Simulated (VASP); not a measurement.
Band structure of MgZnO2 (space group P3m1). These are PBEsol GGA, VASP's PBE PAW potentials (set 64) (plane waves; VASP 6.6.1) values and carry that method's errors.

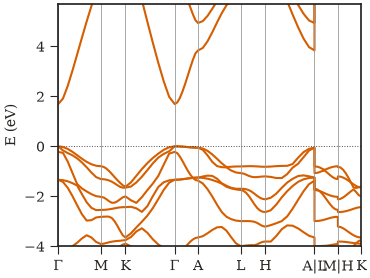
Figure: Bands along high-symmetry lines, zero at the valence-band maximum or, without a gap, the Fermi level

Problem. Read the plot: is there a gap, and where are the band edges?

Solution. The gap is direct, 1.69 eV, from the valence maximum at Γ to the conduction minimum at Γ. (Edges off the drawn lines would not show.)

The structure comes from a computed database's MgZnO2 entry (P3m1); how it stands against other phases isn't given here. It was relaxed first.
